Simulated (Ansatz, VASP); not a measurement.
## BN in two plane-wave programs

One calculation is typed for both programs; each brings its own data sets. How far apart do they land? The cell is taken from a series of VASP runs on this material, whose earlier steps may have relaxed, scaled or displaced it; both programs get it as it stands. Valence electrons are named where the data sets of a main pair hold unlike numbers.

Method: plane waves, with VASP 6.6.1 beside it; band structure at r2SCAN and single point at r2SCAN, in Ansatz 0.2.0.

### 1. The starting structure

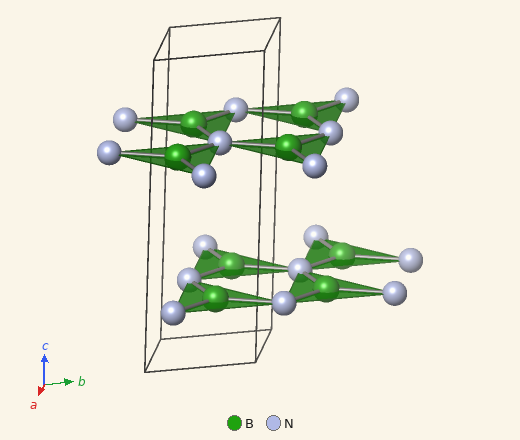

The starting structure, seen slightly off an axis (boron green, nitrogen light blue). 2×2×1 cells are drawn. Some periodic images of atoms are drawn too.

Coordinates:

```xyz
4
Lattice="2.5026 0.0000 0.0000 -1.2513 2.1673 0.0000 0.0000 0.0000 6.7942" Properties=species:S:1:pos:R:3 pbc="T T T"
B     0.0000    1.4448    1.6985
B     1.2513    0.7224    5.0956
N     0.0000    1.4448    5.0956
N     1.2513    0.7224    1.6985
```

### 2. VASP: band structure, r2SCAN

The same path points are solved in both programs, so levels can be compared one by one.

Lines of VASP's logs that name or quote its potential files are left out, and so is its time.

The input, INCAR:

```
SYSTEM = BN
PREC = Accurate
ENCUT = 520
EDIFF = 1E-06
NELM = 100
ISMEAR = 0
SIGMA = 0.05
LREAL = .FALSE.
ALGO = Normal
METAGGA = R2SCAN
LASPH = .TRUE.
NBANDS = 22
LORBIT = 11
LWAVE = .FALSE.
LCHARG = .FALSE.
KPAR = 4
```

The input, POSCAR:

```
BN
1.0
    2.5025513874      0.0000000000      0.0000000000
   -1.2512756937      2.1672730759      0.0000000000
    0.0000000000      0.0000000000      6.7941535949
B N
2 2
Direct
    0.3333333333      0.6666666667      0.2500000000
    0.6666666667      0.3333333333      0.7500000000
    0.3333333333      0.6666666667      0.7500000000
    0.6666666667      0.3333333333      0.2500000000
```

The input, KPOINTS:

```
Automatic mesh
0
Gamma
9 9 3
0 0 0
```

The input, KPOINTS_OPT:

```
Line mode
16
Line-mode
Reciprocal
  0.00000000   0.00000000   0.00000000 GAMMA
  0.50000000   0.00000000   0.00000000 M

  0.50000000   0.00000000   0.00000000 M
  0.33333333   0.33333333   0.00000000 K

  0.33333333   0.33333333   0.00000000 K
  0.00000000   0.00000000   0.00000000 GAMMA

  0.00000000   0.00000000   0.00000000 GAMMA
  0.00000000   0.00000000   0.50000000 A

  0.00000000   0.00000000   0.50000000 A
  0.50000000   0.00000000   0.50000000 L

  0.50000000   0.00000000   0.50000000 L
  0.33333333   0.33333333   0.50000000 H

  0.33333333   0.33333333   0.50000000 H
  0.00000000   0.00000000   0.50000000 A

  0.50000000   0.00000000   0.50000000 L
  0.50000000   0.00000000   0.00000000 M

  0.33333333   0.33333333   0.00000000 K
  0.33333333   0.33333333   0.50000000 H
```

The projector-augmented-wave data sets are B and N (PBE family, release 64).

Launch:

```console
> mpirun -np 4 vasp_std
```

Numbers of over 12 decimals in the logs are rounded to 6 here.

Output:

```text
[banner, memory and clock lines left out]
running    4 mpi-ranks, on    1 nodes
 distrk:  each k-point on    1 cores,    4 groups
 distr:  one band on    1 cores,    1 groups

 POSCAR found type information on POSCAR B N
 POSCAR found :  2 types and       4 ions
|                                                                             |
|               ----> ADVICE to this user running VASP <----                  |
|                                                                             |
|     You enforced a specific xc type in the INCAR file but a different       |
|     [... a line on the potential file left out ...]
|     I HOPE YOU KNOW WHAT YOU ARE DOING!                                     |
|                                                                             |

 LDA part: xc-table for (None), standard interpolation
 POSCAR, INCAR and KPOINTS ok, starting setup
 FFT: planning ... GRIDC
 FFT: planning ... GRID_SOFT
 FFT: planning ... GRID
 WAVECAR not read
 entering main loop
       N       E                     dE             d eps       ncg     rms          rms(c)
DAV:   1     0.402118012071E+02    0.40212E+02   -0.76337E+03  1056   0.690E+02
DAV:   2    -0.437830382578E+02   -0.83995E+02   -0.78279E+02  1312   0.192E+02
DAV:   3    -0.466967551725E+02   -0.29137E+01   -0.28934E+01  1364   0.313E+01
DAV:   4    -0.467102506856E+02   -0.13496E-01   -0.13494E-01  1180   0.242E+00
DAV:   5    -0.467103242982E+02   -0.73613E-04   -0.73612E-04  1316   0.154E-01    0.110E+01
DAV:   6    -0.387458289914E+02    0.79645E+01   -0.18674E+00  1230   0.103E+01    0.545E+00
DAV:   7    -0.386133942209E+02    0.13243E+00   -0.75011E-01  1220   0.517E+00    0.306E+00
DAV:   8    -0.385994302992E+02    0.13964E-01   -0.84205E-02  1292   0.213E+00    0.454E-01
DAV:   9    -0.385954271327E+02    0.40032E-02   -0.11853E-02  1242   0.978E-01    0.206E-01
DAV:  10    -0.385956249587E+02   -0.19783E-03   -0.13914E-03  1136   0.275E-01    0.107E-01
DAV:  11    -0.385957913981E+02   -0.16644E-03   -0.24753E-04  1170   0.124E-01    0.213E-02
DAV:  12    -0.385958033788E+02   -0.11981E-04   -0.22683E-05  1278   0.306E-02    0.917E-03
DAV:  13    -0.385958039115E+02   -0.53274E-06   -0.14523E-06  1178   0.903E-03
   1 F= -.38595804E+02 E0= -.38595804E+02  d E =-.240587E-17
 Start KPOINTS_OPT (optional k-point list driver)
k-point batch [1-24\144]
       N       E                     dE             ncg
DAV:   1    -0.111844884665E+03   -0.12285E+05     1056
DAV:   2    -0.204110008428E+04   -0.19293E+04     1334
DAV:   3    -0.210379840034E+04   -0.62698E+02     1370
DAV:   4    -0.210401086868E+04   -0.21247E+00     1166
DAV:   5    -0.210401162169E+04   -0.75301E-03     1296
DAV:   6    -0.210401162642E+04   -0.47354E-05     1240
DAV:   7    -0.210401162646E+04   -0.33666E-07     1088
[...]
k-point batch [121-144\144]
       N       E                     dE             ncg
DAV:   1    -0.375440063232E+03   -0.20147E+05     1056
DAV:   2    -0.214652314771E+04   -0.17711E+04     1294
DAV:   3    -0.220586032578E+04   -0.59337E+02     1374
DAV:   4    -0.220607867139E+04   -0.21835E+00     1118
DAV:   5    -0.220607947631E+04   -0.80492E-03     1282
DAV:   6    -0.220607948079E+04   -0.44781E-05     1242
DAV:   7    -0.220607948082E+04   -0.27363E-07     1116
```

From OUTCAR (step 2):

```text
ion  position               nearest neighbor table
   1  0.333  0.667  0.250-   4 1.44   4 1.44   4 1.44
   2  0.667  0.333  0.750-   3 1.44   3 1.44   3 1.44
   3  0.333  0.667  0.750-   2 1.44   2 1.44   2 1.44
   4  0.667  0.333  0.250-   1 1.44   1 1.44   1 1.44

  LATTYP: Found a hexagonal cell.
 ALAT       =     2.5025513874
 C/A-ratio  =     2.7148907427

 Subroutine GETGRP returns: Found 24 space group operations
 (whereof 12 operations were pure point group operations)

The static configuration has the point symmetry D_3d.
 The point group associated with its full space group is D_6h.

 Found     24 irreducible k-points:

   k-points           NKPTS =     24   k-points in BZ     NKDIM =     24   number of bands    NBANDS=     22

   dimension x,y,z NGX =    20 NGY =   20 NGZ =   54
   dimension x,y,z NGXF=    40 NGYF=   40 NGZF=  108

   ENCUT  =  520.0 eV  38.22 Ry    6.18 a.u.   4.65  4.65 12.63*2*pi/ulx,y,z

   NELECT =      16.0000    total number of electrons

 k-points in reciprocal lattice and weights: Automatic mesh
   0.00000000  0.00000000  0.00000000       0.004
   0.11111111  0.00000000  0.00000000       0.025
   0.22222222  0.00000000  0.00000000       0.025
   0.33333333 -0.00000000  0.00000000       0.025
   0.44444444  0.00000000  0.00000000       0.025
   0.11111111  0.11111111  0.00000000       0.025
   0.22222222  0.11111111  0.00000000       0.049
   0.33333333  0.11111111  0.00000000       0.049
   0.44444444  0.11111111  0.00000000       0.025
[...]
0.33333333  0.22222222  0.33333333       0.099
   0.33333333  0.33333333  0.33333333       0.016

 average (electrostatic) potential at core
       1 -30.7051       2 -30.7051       3 -68.0170       4 -68.0170

 E-fermi :   2.1116

 k-point     1 :       0.0000    0.0000    0.0000
  band No.  band energies     occupation
    ...
      4      -2.4916      2.00000
      5       0.4858      2.00000
      6       0.4858      2.00000
      7       0.5167      2.00000
      8       0.5167      2.00000
      9       7.3117      0.00000
     10      12.6060      0.00000
     11      14.1593      0.00000
     12      14.1593      0.00000
     13      14.2693      0.00000
    ...

 k-point     2 :       0.1111    0.0000    0.0000
  band No.  band energies     occupation
    ...
      4      -2.1794      2.00000
      5      -0.5227      2.00000
      6      -0.4972      2.00000
      7       0.0229      2.00000
      8       0.0597      2.00000
      9       7.7514      0.00000
     10      12.4882      0.00000
     11      13.8752      0.00000
     12      14.1667      0.00000
     13      15.1782      0.00000
    ...

 k-point     3 :       0.2222    0.0000    0.0000
  band No.  band energies     occupation
    ...
      4      -2.8308      2.00000
      5      -2.7881      2.00000
      6      -1.2802      2.00000
      7      -0.9611      2.00000
      8      -0.9153      2.00000
      9       8.8698      0.00000
     10      11.7215      0.00000
     11      12.7706      0.00000
     12      13.3078      0.00000
     13      14.0142      0.00000
    ...

  Total        0.0055152      0.0055152      0.0127024      0.0000000      0.0000000      0.0000000
  in kB        0.2397938      0.2397938      0.5522869      0.0000000      0.0000000      0.0000000
  external PRESSURE =       0.3439581 kB  Pullay stress =       0.0000000 kB

  energy-cutoff  :      520.00
  volume of cell :       36.85
      direct lattice vectors                 reciprocal lattice vectors
     2.502551387  0.000000000  0.000000000     0.399592194  0.230704661  0.000000000
    -1.251275694  2.167273076  0.000000000     0.000000000  0.461409322  0.000000000
     0.000000000  0.000000000  6.794153595     0.000000000  0.000000000  0.147185368

 POSITION                                       TOTAL-FORCE (eV/Angst)
 -----------------------------------------------------------------------------------
     -0.00000      1.44485      1.69854        -0.000000     -0.000000      0.000000
      1.25128      0.72242      5.09562         0.000000     -0.000000      0.000000
     -0.00000      1.44485      5.09562        -0.000000      0.000000      0.000000
      1.25128      0.72242      1.69854         0.000000     -0.000000      0.000000
 -----------------------------------------------------------------------------------
    total drift:                               -0.000000      0.000000      0.000000

  FREE ENERGIE OF THE ION-ELECTRON SYSTEM (eV)
  ---------------------------------------------------
  free  energy   TOTEN  =       -38.5958039115 eV

  energy  without entropy=      -38.5958039115  energy(sigma->0) =      -38.59580391

 total charge
# of ion       s       p       d       tot
------------------------------------------
    1        0.745   1.404   0.000   2.149
    2        0.745   1.404   0.000   2.149
    3        1.238   2.825   0.000   4.063
    4        1.238   2.825   0.000   4.063
--------------------------------------------------
tot          3.967   8.457   0.000  12.423

[... 3 further parts left out ...]
```

The run ends at a pressure of 0.03 GPa.

### 3. Ansatz: band structure, r2SCAN

Ansatz runs on its default PAW (the set named soft_2) files.

The same cell, functional, mesh and smearing now go to Ansatz, which takes its cutoff from its data sets.

The input, input.yaml:

```yaml
crystal:
  lattice:
    - [2.5025513874, 0.0, 0.0]
    - [-1.2512756937, 2.1672730759, 0.0]
    - [0.0, 0.0, 6.7941535949]
  atoms:
    - { symbol: B, position: [0.3333333333, 0.6666666667, 0.25] }
    - { symbol: B, position: [0.6666666667, 0.3333333333, 0.75] }
    - { symbol: "N", position: [0.3333333333, 0.6666666667, 0.75] }
    - { symbol: "N", position: [0.6666666667, 0.3333333333, 0.25] }
hamiltonian:
  xc: r2scan
  pseudopotentials: { kind: paw }
kpoints:
  mp_grid: { grid: [9, 9, 3] }
  band_path:
    path:
      - [0.0, 0.0, 0.0]
      - [0.13333, 0.0, 0.0]
      - [0.3, 0.0, 0.0]
      - [0.46667, 0.0, 0.0]
      - [0.5, 0.0, 0.0]
      - [0.46667, 0.06667, 0.0]
      - [0.41111, 0.17778, 0.0]
      - [0.35556, 0.28889, 0.0]
      - [0.31111, 0.31111, 0.0]
      - [0.28889, 0.28889, 0.0]
      - [0.17778, 0.17778, 0.0]
      - [0.06667, 0.06667, 0.0]
      - [0.0, 0.0, 0.03333]
      - [0.0, 0.0, 0.2]
      - [0.0, 0.0, 0.36667]
      - [0.0, 0.0, 0.5]
      - [0.16667, 0.0, 0.5]
      - [0.3, 0.0, 0.5]
      - [0.46667, 0.0, 0.5]
      - [0.46667, 0.06667, 0.5]
      - [0.41111, 0.17778, 0.5]
      - [0.35556, 0.28889, 0.5]
      - [0.28889, 0.28889, 0.5]
      - [0.17778, 0.17778, 0.5]
      - [0.06667, 0.06667, 0.5]
      - [0.5, 0.0, 0.46667]
      - [0.5, 0.0, 0.3]
      - [0.5, 0.0, 0.13333]
      - [0.33333, 0.33333, 0.0]
      - [0.33333, 0.33333, 0.16667]
      - [0.33333, 0.33333, 0.33333]
      - [0.33333, 0.33333, 0.5]
    npoints: 1
scf:
  occupations: { method: gaussian, width: 0.05 }
  n_extra_bands: 8
output:
  forces: true
  stress: true
  eigenvalues: true
```

Launch:

```console
> ansatz run input.yaml --threads 2 --pin off --max-ram 4608MiB --backend cpu --events-out ev --progress --plain --runs-dir out
```

Output:

```text
scf.n_extra_bands = 8 over 8 filled bands (N_el = 16.0): the run solves 16 bands
Engine: ansatz 0.2.0, aarch64-unknown-linux-gnu
Pseudopotentials: kind: paw
Pseudopotential: B, paw, valence charge 3, recommended cutoff 500 eV (meta_gga), B.paw.azcp
Pseudopotential: N, paw, valence charge 5, recommended cutoff 500 eV (meta_gga), N.paw.azcp
Functional definition: r2SCAN
  parameter k0 = 0.174
  parameter k1 = 0.065
  parameter a1 = 4.9479
  exchange = r2scan_x(k0 = k0, k1 = k1, a1 = a1)
  correlation = r2scan_c
Crystal: 4 atoms, lattice volume = 36.850 Å³
Basis set: ecut = 500 eV, 955 PW (Γ), exchange–correlation on 80×80×200 points (64 copies of the dense FFT grid, shifted against one another)
Bands: 16, of which v1, the nominal top of the filled ones, is band 8 counted from 1 (7 counted from 0)
Symmetry: 24 space group operations
Space group: P63/mmc (ITA 194), of the structure as read, at distance tolerance 3.3e-5 Å
k-points: 24 of 243
Non-local potential: B, projectors of the file, l = 0: 2, l = 1: 2, l = 2: 1
Non-local potential: N, projectors of the file, l = 0: 2, l = 1: 2, l = 2: 1
PAW form: soft (Blöchl's): semilocal exchange-correlation on the pseudo side does not see the compensation charge
PAW frozen core: B, regenerated for the run's functional (the file was generated under x = pbe(κ = 0.804, μ = 0.219515), c = pbe(β = 0.066725))
PAW frozen core: N, regenerated for the run's functional (the file was generated under x = pbe(κ = 0.804, μ = 0.219515), c = pbe(β = 0.066725))
PAW one-centre angular grid: B, 302 points (default); XC on 160 Gauss nodes
PAW one-centre angular grid: N, 302 points (default); XC on 160 Gauss nodes
Initial density: superposition of atomic densities (neutral atoms: chi_scale 0, normalization atom), corrected by the library's trained network
Initial wavefunctions: pseudopotential atomic-orbital guess
Functional: x = r2scan, c = r2scan; τ floored in thin density (d = 2e-4 eV/Å³)
SCF iter   1: F=—  HF=-1088.118338 eV  |F-HF|=—  |Δ(HF+E_count)|=         —  Δρ=8.47e-3  dr2=1.92e-2  dr2_τ=6.89e-1  ethr=1.77e-3  ⟨swp⟩=6.6  Hψ=2132  notcnv=0  defer=22
preconditioner: auto → none  [insulator: Δε(μ)=5.036 eV  Ē_g=19.716 eV  σ=0.050 eV  W_gap=1.00  n_scr=4 (ndim 8)  ℏωp=24.5 eV  f_vac=0.032  D(μ)=0.00/eV (n_scr^D=0)  ε∞_Penn≈2.5]
SCF iter   2: F=—  HF=-1088.248952 eV  |F-HF|=—  |Δ(HF+E_count)|=   1.31e-1  Δρ=5.06e-3  dr2=4.16e-3  dr2_τ=2.92e-4  ethr=1.20e-4  ⟨swp⟩=2.4  Hψ=921  notcnv=0  defer=50
SCF iter   3: F=—  HF=-1088.248708 eV  |F-HF|=—  |Δ(HF+E_count)|=   2.44e-4  Δρ=8.75e-4  dr2=2.17e-4  dr2_τ=1.05e-4  ethr=2.60e-5  ⟨swp⟩=2.8  Hψ=593  notcnv=0  defer=50
SCF iter   4: F=—  HF=-1088.248683 eV  |F-HF|=—  |Δ(HF+E_count)|=   2.41e-5  Δρ=2.88e-4  dr2=2.23e-5  dr2_τ=1.90e-6  ethr=1.36e-6  ⟨swp⟩=2.0  Hψ=496  notcnv=0  defer=50
SCF iter   5: F=—  HF=-1088.248678 eV  |F-HF|=—  |Δ(HF+E_count)|=   4.94e-6  Δρ=1.04e-4  dr2=2.36e-6  dr2_τ=2.47e-7  ethr=1.39e-7  ⟨swp⟩=2.1  Hψ=515  notcnv=0  defer=50
SCF iter   6: F=—  HF=-1088.248679 eV  |F-HF|=—  |Δ(HF+E_count)|=   6.85e-7  Δρ=4.18e-5  dr2=4.30e-7  dr2_τ=9.42e-9  ethr=1.48e-8  ⟨swp⟩=2.0  Hψ=469  notcnv=0  defer=50
SCF iter   7: F=-1088.248679 eV  HF=-1088.248679 eV  |F-HF|=2.26e-10  |Δ(HF+E_count)|=   4.41e-8  Δρ=5.45e-6  dr2=5.54e-9  dr2_τ=3.86e-10  ethr=6.25e-10  ⟨swp⟩=9.4  Hψ=1877  notcnv=0
SCF 1 converged in 7 iterations: F = -1088.248679 eV  dr2 = 5.54e-9
  greatest PAW one-centre occupation: 0.805 electrons in one spin orbital (limit 2), on the N atom at site 3 (counted from 0), in its partial waves of l = 0
NSCF: frozen V_eff on 32 k-points
SCF converged after 7 iterations
Free energy (F): -1088.248679 eV
Harris-Foulkes:  -1088.248679 eV  (|F-HF|=2.26e-10)
Internal energy: -1088.248679 eV  (E = F + TS)
E sigma→0 (E₀):  -1088.248679 eV
Fermi energy:    6.739610 eV
--- Per-component energies (eV) ---
  E_band       = -51.504106
  E_kinetic    = 367.152123
  E_local      = -715.720672  (includes V_loc(G=0)·N_el)
  E_nonlocal   = 114.099178
  E_hartree    = 233.958332
  E_xc         = -181.981049
  E_vxc        = -252.379664  (∫ρ·V_xc dr)
  E_paw        = -419.657842  (= ΣΔE_a)
  E_vpaw       = -47.027828  (= ΣTr[D̂ρ^β])
  E_aug_tail   = 0.000038  (compensation charges beyond the density's cutoff)
  E_vtau       = 14.456711  (kinetic-family band-sum trace: ∫τ·v_τ [+ j·A + Jᵃ·Aᵃ] dr)
  E_ewald      = -486.002774
  E_core_change = -0.096013  (= ΣΔE_core)
  E_smearing   = -0.000000  (= −TS)
  E_closure    = 0.000000  (closes the sum)
  Σ components = -1088.248679   (vs F -1088.248679, Δ=0.00e0)
--- Forces (eV/Å), atoms counted from 1 ---
  atom   1  B      0.00000000     0.00000000    -0.00000000
  atom   2  B      0.00000000    -0.00000000     0.00000000
  atom   3  N     -0.00000000     0.00000000     0.00000000
  atom   4  N      0.00000000    -0.00000000    -0.00000000
  max |Σ_I F_I| component: 9.25e-18 eV/Å
--- Stress (GPa, compression-positive) ---
       -0.711503       0.000000       0.000000
       -0.000000      -0.711503       0.000000
        0.000000       0.000000       0.301577
  P = ⅓ Tr σ = -0.3738 GPa (-3.738 kbar)
--- Band table (eV; the first three rows and the last of 24) ---
  k-point 0: bands = [... 4 lower, 2.8988, 2.8988, 2.9296, 2.9296, 9.7190, 15.0089, 16.6427, 16.6427, ... 4 higher]
  k-point 1: bands = [... 4 lower, 2.9065, 2.9065, 2.9219, 2.9219, 10.8868, 13.3748, 16.6696, 16.6696, ... 4 higher]
  k-point 2: bands = [... 4 lower, 1.8899, 1.9151, 2.4381, 2.4748, 10.1606, 14.8883, 16.3288, 16.6363, ... 4 higher]
  k-point 23: bands = [... 4 lower, -3.2262, -3.2262, 4.2321, 4.2321, 9.5962, 9.5962, 16.1227, 17.6144, ... 4 higher]
```

It took 3.4 s on 2 threads of Arm Neoverse N1, shared host; peak memory 0.34 GiB; 6 s of CPU time.

In the SCF lines HF is the Harris–Foulkes energy and dr2 the Hartree energy of the density residual, in eV; the loop may stop once dr2 is under the threshold and the program's other checks hold. Hψ counts applications of the Hamiltonian.

(Continued in part 2 of 2.)

[Lines on the potential files, build, host, timing and source positions are cut from VASP's logs without a mark.]

[Logs are printed without paths, hosts, clocks, repeated set-up lines and the standing remarks that a program may print on its own settings, such as how far it seeks lower states.]

[Hosts, paths, dates, database ids (printed as entryN), source tags and the programs' standing remarks are cut or masked in the printed files.]
